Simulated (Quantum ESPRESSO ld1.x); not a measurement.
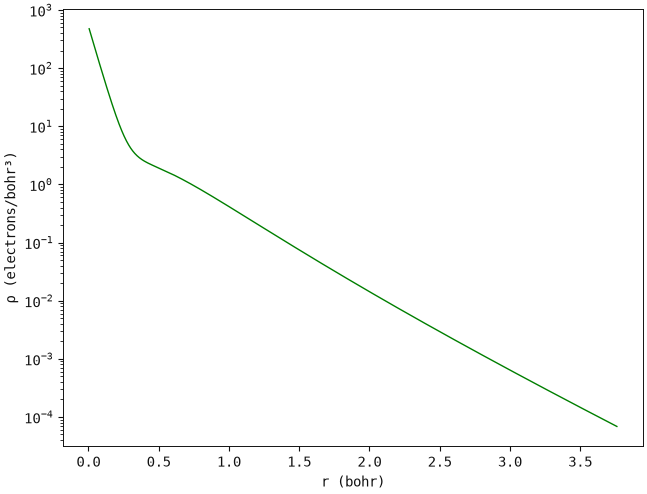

Z = 9.5 with 9 electrons; electrons: [He] 2s2 2p5. Level of theory: non-relativistic Kohn-Sham, LDA (Slater exchange, VWN5 correlation), spin-unpolarised, spherical densities, point nucleus. Computed with Quantum ESPRESSO ld1.x 7.5.

The plot shows the electron density ρ(r) on a logarithmic scale.

**Describe it and give its main numbers.**

The density falls from 480 electrons/bohr³ at the inner end (r = 0.0053 bohr) to 0.001 at r = 2.85 bohr, a common measure of the size of an atom or ion. At the nucleus d ln ρ/dr is −19 per bohr, near the cusp value −2Z = −19. The steps in the slope mark the shells; the radial density has its minima at 0.33 bohr.
